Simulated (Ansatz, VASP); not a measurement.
# Rh (Rh(110)) in two plane-wave programs, part 2 of 2

Wanted: the spread between two codes on one cell, functional and k mesh.  Valence electrons are named where the data sets of a main pair hold unlike numbers.

VASP 6.6.1 and Ansatz 0.2.0.

So far: Starting point; VASP: band structure, r2SCAN.

## (3) Ansatz: band structure, r2SCAN

Level of this step: Ansatz beside VASP: Kohn-Sham DFT, plane waves, r2SCAN (Ansatz).

Ansatz runs on its default PAW (the set named soft_2) files.

The same cell, functional, mesh and smearing now go to Ansatz, which takes its cutoff from its data sets.

input.yaml reads:

```yaml
crystal:
  lattice:
    - [3.8, 0.0, 0.0]
    - [0.0, 2.6870057685, 0.0]
    - [0.0, 0.0, 26.0610173055]
  atoms:
    - { symbol: Rh, position: [0.0, 0.0, 0.3453433876] }
    - { symbol: Rh, position: [0.5, 0.5, 0.3968955917] }
    - { symbol: Rh, position: [0.0, 0.0, 0.4484477959] }
    - { symbol: Rh, position: [0.5, 0.5, 0.5] }
    - { symbol: Rh, position: [0.0, 0.0, 0.5515522041] }
    - { symbol: Rh, position: [0.5, 0.5, 0.6031044083] }
    - { symbol: Rh, position: [0.0, 0.0, 0.6546566124] }
hamiltonian:
  xc: r2scan
  pseudopotentials: { kind: paw }
kpoints:
  mp_grid: { grid: [11, 15, 1] }
  band_path:
    path:
      - [0.0, 0.0, 0.0]
      - [-0.07692, 0.0, 0.0]
      - [-0.15385, 0.0, 0.0]
      - [-0.26923, 0.0, 0.0]
      - [-0.34615, 0.0, 0.0]
      - [-0.42308, 0.0, 0.0]
      - [-0.5, 0.0, 0.0]
      - [-0.5, -0.07692, 0.0]
      - [-0.5, -0.19231, 0.0]
      - [-0.5, -0.26923, 0.0]
      - [-0.5, -0.34615, 0.0]
      - [-0.5, -0.46154, 0.0]
      - [-0.5, -0.5, 0.0]
      - [-0.42308, -0.5, 0.0]
      - [-0.30769, -0.5, 0.0]
      - [-0.23077, -0.5, 0.0]
      - [-0.11538, -0.5, 0.0]
      - [-0.03846, -0.5, 0.0]
      - [0.0, -0.5, 0.0]
      - [0.0, -0.38462, 0.0]
      - [0.0, -0.30769, 0.0]
      - [0.0, -0.23077, 0.0]
      - [0.0, -0.11538, 0.0]
      - [0.0, -0.03846, 0.0]
      - [-0.03846, -0.03846, 0.0]
      - [-0.11538, -0.11538, 0.0]
      - [-0.19231, -0.19231, 0.0]
      - [-0.30769, -0.30769, 0.0]
      - [-0.38462, -0.38462, 0.0]
      - [-0.5, -0.5, 0.0]
    npoints: 1
scf:
  occupations: { method: fermi_dirac, width: 0.1 }
  n_extra_bands: 9
efield:
  axis: 3
  dipole_correction: true
  ramp_width: 0.04
output:
  forces: true
  eigenvalues: true
  write_density: true
  write_potential: true
  elf: true
  volumetric_format: npy
```

The run is started by

```
$ ansatz run input.yaml --threads 4 --pin off --max-ram 9216MiB --backend cpu --events-out ev --progress --plain --runs-dir out
```

Numbers of over 12 decimals in the logs are rounded to 6 here.

The log of the run:

```text
scf.n_extra_bands = 9 over 60 filled bands (N_el = 119.0): the run solves 69 bands
Engine: ansatz 0.2.0, aarch64-unknown-linux-gnu
Pseudopotentials: kind: paw
Pseudopotential: Rh, paw, valence charge 17, recommended cutoff 500 eV (meta_gga), Rh.paw.azcp
Functional definition: r2SCAN
  parameter k0 = 0.174
  parameter k1 = 0.065
  parameter a1 = 4.9479
  exchange = r2scan_x(k0 = k0, k1 = k1, a1 = a1)
  correlation = r2scan_c
Crystal: 7 atoms, lattice volume = 266.099 Å³
Basis set: ecut = 500 eV, 6687 PW (Γ), exchange–correlation on 120×80×768 points (64 copies of the dense FFT grid, shifted against one another)
Bands: 69, of which v1, the nominal top of the filled ones, is band 60 counted from 1 (59 counted from 0)
Symmetry: 4 space group operations
k-points: 48 of 165
Non-local potential: Rh, projectors of the file, l = 0: 3, l = 1: 2, l = 2: 2, l = 3: 1
PAW form: soft (Blöchl's): semilocal exchange-correlation on the pseudo side does not see the compensation charge
PAW frozen core: Rh, regenerated for the run's functional (the file was generated under x = pbe(κ = 0.804, μ = 0.219515), c = pbe(β = 0.066725))
PAW one-centre angular grid: Rh, 590 points (default); XC on 160 Gauss nodes
Initial density: superposition of atomic densities (neutral atoms: chi_scale 0, normalization atom), corrected by the library's trained network
Initial wavefunctions: pseudopotential atomic-orbital guess
Functional: x = r2scan, c = r2scan; τ floored in thin density (d = 2e-4 eV/Å³)
SCF iter   1: F=—  HF=-44903.472410 eV  |F-HF|=—  |Δ(HF+E_count)|=         —  Δρ=8.40e-3  dr2=2.31e-1  dr2_τ=6.02e-2  ethr=1.77e-3  p=0.000 e·Å  D=1.56e-13 V/Å  ΔV_dip=-0.00 eV  dr2_dipole=5.52e-8  V_vac-E_F(+/−)=4.61/4.61 eV  ⟨swp⟩=8.0  Hψ=14245  notcnv=0
efield: sawtooth ramp at fractional position 0.9800 (placed from the atoms, in the widest stretch of the axis that holds none; the zero of the levels goes with the place), width 0.0400; the density the first Hamiltonian is built on has a dipole p = 0.000 e·Å; the dipole correction subtracts the counter field D = 1.56e-13 V/Å, which shifts the + side's vacuum level by -0.00 eV against the − side's; the planar-averaged density in the ramp window peaks in size at 3.5e-5 e/Å³
preconditioner: auto → LDOS  [metal: Δε(μ)=0.004 eV  Ē_g=4.649 eV  σ=0.100 eV  W_gap=0.01  n_scr=54 (ndim 8)  ℏωp=18.1 eV  f_vac=0.578  D(μ)=11.53/eV (n_scr^D=86)  β→1.0]
SCF iter   2: F=—  HF=-44903.544375 eV  |F-HF|=—  |Δ(HF+E_count)|=   7.20e-2  Δρ=1.95e-3  dr2=1.14e-2  dr2_τ=2.60e-3  ethr=1.94e-4  p=0.000 e·Å  D=4.10e-7 V/Å  ΔV_dip=-0.00 eV  dr2_dipole=5.43e-8  V_vac-E_F(+/−)=4.69/4.69 eV  ⟨swp⟩=2.4  Hψ=5770  notcnv=0  defer=5
SCF iter   3: F=—  HF=-44903.546893 eV  |F-HF|=—  |Δ(HF+E_count)|=   2.52e-3  Δρ=1.18e-3  dr2=3.69e-3  dr2_τ=2.05e-4  ethr=9.55e-6  p=0.000 e·Å  D=3.85e-7 V/Å  ΔV_dip=-0.00 eV  dr2_dipole=6.14e-9  V_vac-E_F(+/−)=4.66/4.66 eV  ⟨swp⟩=2.9  Hψ=7620  notcnv=0  defer=5
SCF iter   4: F=—  HF=-44903.546575 eV  |F-HF|=—  |Δ(HF+E_count)|=   3.17e-4  Δρ=4.00e-4  dr2=6.39e-4  dr2_τ=2.85e-5  ethr=3.10e-6  p=-0.000 e·Å  D=-4.18e-7 V/Å  ΔV_dip=0.00 eV  dr2_dipole=1.51e-10  V_vac-E_F(+/−)=4.67/4.67 eV  ⟨swp⟩=2.1  Hψ=5034  notcnv=0  defer=5
SCF iter   5: F=—  HF=-44903.546583 eV  |F-HF|=—  |Δ(HF+E_count)|=   7.47e-6  Δρ=1.91e-4  dr2=1.03e-4  dr2_τ=5.58e-6  ethr=5.37e-7  p=-0.000 e·Å  D=-8.63e-8 V/Å  ΔV_dip=0.00 eV  dr2_dipole=4.49e-11  V_vac-E_F(+/−)=4.66/4.66 eV  ⟨swp⟩=2.1  Hψ=4914  notcnv=0  defer=5
SCF iter   6: F=—  HF=-44903.546571 eV  |F-HF|=—  |Δ(HF+E_count)|=   1.12e-5  Δρ=3.89e-5  dr2=5.11e-6  dr2_τ=2.01e-7  ethr=8.67e-8  p=-0.000 e·Å  D=-1.17e-7 V/Å  ΔV_dip=0.00 eV  dr2_dipole=1.05e-11  V_vac-E_F(+/−)=4.66/4.66 eV  ⟨swp⟩=2.0  Hψ=4962  notcnv=0  defer=5
SCF iter   7: F=—  HF=-44903.546976 eV  |F-HF|=—  |Δ(HF+E_count)|=   4.05e-4  Δρ=1.50e-5  dr2=8.51e-7  dr2_τ=3.27e-8  ethr=4.30e-9  p=-0.000 e·Å  D=-6.86e-8 V/Å  ΔV_dip=0.00 eV  dr2_dipole=7.78e-13  V_vac-E_F(+/−)=4.66/4.66 eV  ⟨swp⟩=2.7  Hψ=6850  notcnv=0  defer=5
SCF iter   8: F=—  HF=-44903.546976 eV  |F-HF|=—  |Δ(HF+E_count)|=   5.96e-8  Δρ=4.45e-6  dr2=1.03e-7  dr2_τ=5.45e-9  ethr=7.15e-10  p=-0.000 e·Å  D=-6.75e-9 V/Å  ΔV_dip=0.00 eV  dr2_dipole=4.83e-12  V_vac-E_F(+/−)=4.66/4.66 eV  ⟨swp⟩=2.0  Hψ=4918  notcnv=0  defer=5
SCF iter   9: F=-44903.546976 eV  HF=-44903.546976 eV  |F-HF|=1.83e-8  |Δ(HF+E_count)|=   6.53e-8  Δρ=2.05e-6  dr2=1.11e-8  dr2_τ=9.93e-10  ethr=8.40e-11  p=-0.000 e·Å  D=-5.76e-9 V/Å  ΔV_dip=0.00 eV  dr2_dipole=2.29e-13  V_vac-E_F(+/−)=4.66/4.66 eV  ⟨swp⟩=14.1  Hψ=27222  notcnv=0
SCF 1 converged in 9 iterations: F = -44903.546976 eV  dr2 = 1.11e-8
  greatest PAW one-centre occupation: 1.000 electrons in one spin orbital (limit 2), on the Rh atom at site 6 (counted from 0), in its partial waves of l = 1
NSCF: frozen V_eff on 30 k-points
efield: sawtooth ramp at fractional position 0.9800 (kept from the solve that this one continues, or follows in the run), width 0.0400; the density the first Hamiltonian is built on has a dipole p = -0.000 e·Å; the dipole correction subtracts the counter field D = -5.76e-9 V/Å, which shifts the + side's vacuum level by +0.00 eV against the − side's; the planar-averaged density in the ramp window peaks in size at 2.6e-5 e/Å³
WARN: The output density's exchange-correlation potential varies sharply where the density is thin. Do not read a vacuum level from v_tot or v_xc, or from such a field of the output density. On a cell that repeats whose density bears no net charge and no dipole along the vacuum's axis use v_es (v_loc + v_h of the components); under efield.dipole_correction with no amplitude use v_es + v_field, which holds any externa [...]
SCF converged after 9 iterations
Free energy (F): -44903.546976 eV
Harris-Foulkes:  -44903.546976 eV  (|F-HF|=1.83e-8)
Internal energy: -44903.160862 eV  (E = F + TS)
E sigma→0 (E₀):  -44903.353919 eV
Entropy (-TS):   -0.386115 eV (-55.159 meV/atom)
Fermi energy:    5.050607 eV
Dipole field:    D = -0.000001 V/Å  (p = -0.000001 e·Å, saw-weighted, corrected)
Work function:   Φ+ = 4.6573 eV   Φ− = 4.6573 eV
Levels:          The Fermi level and band energies are counted from a zero that moves with the ramp; work functions are not
--- Per-component energies (eV) ---
  E_band       = -2724.258932
  E_kinetic    = 4005.091161
  E_local      = -234660.519198  (includes V_loc(G=0)·N_el)
  E_nonlocal   = 2494.905125
  E_hartree    = 114702.181322
  E_xc         = -1510.773234
  E_vxc        = -2189.237511  (∫ρ·V_xc dr)
  E_paw        = -25232.260458  (= ΣΔE_a)
  E_vpaw       = -1927.529083  (= ΣTr[D̂ρ^β])
  E_aug_tail   = 0.004762  (compensation charges beyond the density's cutoff)
  E_vtau       = 148.664199  (kinetic-family band-sum trace: ∫τ·v_τ [+ j·A + Jᵃ·Aᵃ] dr)
  E_efield     = 0.000000  (sawtooth field / dipole correction)
  E_vefield    = 0.000000  (∫n·V_field dr)
  E_ewald      = 95300.799374
  E_core_change = -2.589716  (= ΣΔE_core)
  E_smearing   = -0.386115  (= −TS)
  E_closure    = -0.000000  (closes the sum)
  Σ components = -44903.546976   (vs F -44903.546976, Δ=0.00e0)
--- Forces (eV/Å), atoms counted from 1 ---
  atom   1  Rh     0.00000000     0.00000000     1.01658404
  atom   2  Rh     0.00000000     0.00000000    -0.57490202
  atom   3  Rh     0.00000000     0.00000000    -0.21108948
  atom   4  Rh     0.00000000     0.00000000     0.00000055
  atom   5  Rh     0.00000000     0.00000000     0.21108946
  atom   6  Rh     0.00000000     0.00000000     0.57490124
  atom   7  Rh     0.00000000     0.00000000    -1.01658357
  max |Σ_I F_I| component: 2.15e-7 eV/Å
--- Band table (eV; the first three rows and the last of 48) ---
  k-point 0: bands = [... 56 lower, 4.2450, 4.3069, 4.3599, 4.8045, 4.9753, 5.1419, 5.4427, 5.4598, ... 5 higher]
  k-point 1: bands = [... 56 lower, 4.1159, 4.4019, 4.4628, 4.7118, 5.0425, 5.2430, 5.2577, 5.3284, ... 5 higher]
  k-point 2: bands = [... 56 lower, 4.2148, 4.4532, 4.5241, 4.5505, 5.0582, 5.1300, 5.1677, 5.1744, ... 5 higher]
  k-point 47: bands = [... 56 lower, 5.4199, 5.5164, 5.5506, 5.6361, 5.6468, 5.8010, 5.8748, 6.9613, ... 5 higher]
```

Run time: 79 s. Hardware: 4 threads of Arm Neoverse V1, shared host; peak memory 1.6 GiB; 5.2 min of CPU time.

## (4) Differences

Known differences besides the potentials themselves: VASP keeps PBE cores, Ansatz makes them for the functional; the data sets hold 119 valence electrons in Ansatz (on its default PAW (the set named soft_2) files) and 63 in VASP; the cutoff is 500 eV in Ansatz and 300 eV in VASP (PREC = Normal). Total energies have different zeros and are not compared.

The two programs side by side:

| quantity | Ansatz | VASP | difference |
| --- | --- | --- | --- |
| work function, lower of the two faces (eV) | 4.66 | 4.65 | +0.01 |
| work function, higher of the two faces (eV) | 4.66 | 4.65 | +0.01 |

Forces (eV/Å; atoms numbered as in POSCAR):

| atom | Ansatz x, y, z | VASP x, y, z |
| --- | --- | --- |
| Rh1 | 0.000, 0.000, 1.017 | 0.000, 0.000, 0.992 |
| Rh2 | 0.000, 0.000, -0.575 | 0.000, 0.000, -0.612 |
| Rh3 | 0.000, 0.000, -0.211 | 0.000, 0.000, -0.214 |
| Rh4 | 0.000, 0.000, 0.000 | 0.000, 0.000, 0.000 |
| Rh5 | 0.000, 0.000, 0.211 | 0.000, 0.000, 0.214 |
| Rh6 | 0.000, 0.000, 0.575 | 0.000, 0.000, 0.612 |
| Rh7 | 0.000, 0.000, -1.017 | 0.000, 0.000, -0.992 |

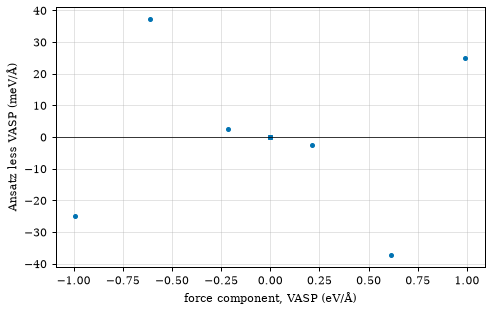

Difference of the force components against their size.

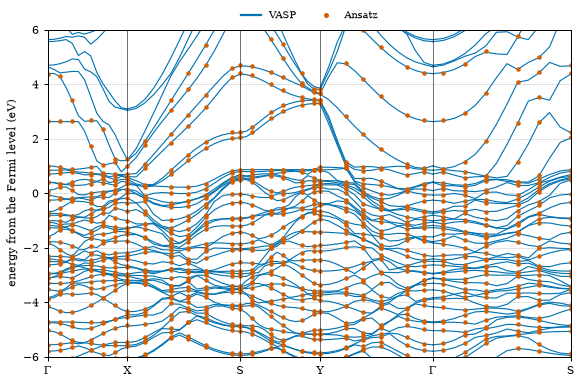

Bands from VASP (lines) and levels from Ansatz (dots). Dots without a line are higher empty bands that the VASP plot leaves out.

The forces differ by 14 meV/Å r.m.s., which is 3.8 % of the r.m.s. force of 0.366 eV/Å (both taken over all components). Levels from 3 eV below to 2 eV above the Fermi level differ by 6 meV r.m.s. and 32 meV at most; each VASP level is matched to the nearest of Ansatz, which flatters the figure a little. VASP's log warns that it found no field-free region in the vacuum, so its work functions are uncertain. With vacuum in the cell, a pressure given here is an average over mostly empty space and none of the material.

## (5) Further runs

Further runs change the set-up of one program: Ansatz's method, potentials or start, or VASP's data sets, cutoff or form of LDA. The table gives Ansatz less VASP for each quantity, since a change that brings one quantity closer may part another.

| run | r.m.s. force difference (meV/Å) | work function, lower of the two faces (eV) | work function, higher of the two faces (eV) |
| --- | --- | --- | --- |
| as above | 14 | 0.0063 | 0.0063 |
| cores kept as stored | 15 | 0.0064 | 0.0064 |
| Ansatz's larger PAW set (cutoff 640 eV) | 11 | 0.0049 | 0.0049 |
| norm-conserving potentials (cutoff 1197 eV) | 12 | 0.0057 | 0.0059 |

## (6) Summary of results

```yaml
r_m_s_force_difference_band_structure_r2scan: 3.8 % of the r.m.s. force
```

The r.m.s. force difference is 3.8 % of the r.m.s. force (band structure, r2SCAN), beyond the 3 % picked in this series as the mark of a large difference. The data sets hold unlike numbers of valence electrons (119 in Ansatz and 63 in VASP), so part of the differences comes from the potentials. For band structure, r2SCAN, no further run moves any of the tabulated differences by more than a quarter of its size. How closely two codes agree says nothing of how well the functional describes the real material.

[Lines on the potential files, build, host, timing and source positions are cut from VASP's logs without a mark.]

[Logs are printed without paths, hosts, clocks, repeated set-up lines and the standing remarks that a program may print on its own settings, such as how far it seeks lower states.]

[Hosts, paths, dates, database ids (printed as entryN), source tags and the programs' standing remarks are cut or masked in the printed files.]
